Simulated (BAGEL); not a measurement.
**HF/3-21G (density fitting with qzvpp-jkfit) run of C4H4N− (SMILES [C-]#CCC=N)**

Aim: the energy of C4H4N−. 

Program for the calculation: BAGEL 1.2.2.

4 further runs of the same task are left out: 2 that didn't finish, 2 set aside as unsound or not needed.

## (1) The molecule

The species is C4H4N− (9 atoms), meant as a singlet with charge -1. SMILES: `[C-]#CCC=N`. The C3–H7 distance was set to 1.653 Å, away from the relaxed value. At this shape a bond of the SMILES string is far longer than usual.

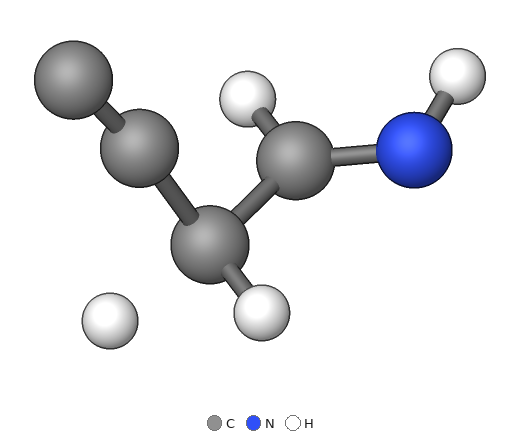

The structure, seen from a chosen angle (carbon grey, nitrogen blue, hydrogen white).

## (2) The energy at HF/3-21G (density fitting with qzvpp-jkfit)

hf.json

```json
{ "bagel": [

{
  "title": "molecule",
  "basis": "3-21g",
  "df_basis": "qzvpp-jkfit",
  "angstrom": "true",
  "geometry": [
    { "atom": "C", "xyz": [      -1.192205,       2.443339,       0.685348 ] },
    { "atom": "C", "xyz": [      -0.465265,       1.487549,       0.446968 ] },
    { "atom": "C", "xyz": [       0.490435,       0.330549,       0.319838 ] },
    { "atom": "C", "xyz": [       0.020985,      -0.244991,      -0.938472 ] },
    { "atom": "N", "xyz": [       0.650925,      -0.106051,      -2.047822 ] },
    { "atom": "H", "xyz": [       1.532175,       0.667009,       0.254338 ] },
    { "atom": "H", "xyz": [       0.309690,      -0.698300,       1.600290 ] },
    { "atom": "H", "xyz": [      -0.978485,      -0.716161,      -0.874662 ] },
    { "atom": "H", "xyz": [       0.113695,      -0.419511,      -2.860162 ] }
  ]
},

{
  "title": "hf",
  "charge": -1
},

{
  "title": "print",
  "file": "orbitals.molden",
  "orbitals": "true"
}

]}
```

Launch:

```sh
$ BAGEL_NUM_THREADS=1 BAGEL hf.json > hf.out
```

**Question.** What will come out? Wanted: total energy; HOMO energy; LUMO energy; HOMO–LUMO gap.

Computed results:

Level: HF/3-21G (density fitting with qzvpp-jkfit).

```
                                             quantity          value
                                         total energy  -206.84245 Eh
                                          HOMO energy       -2.94 eV
                                          LUMO energy        7.90 eV
HOMO–LUMO gap (to an unbound level, set by the basis)       10.83 eV
```
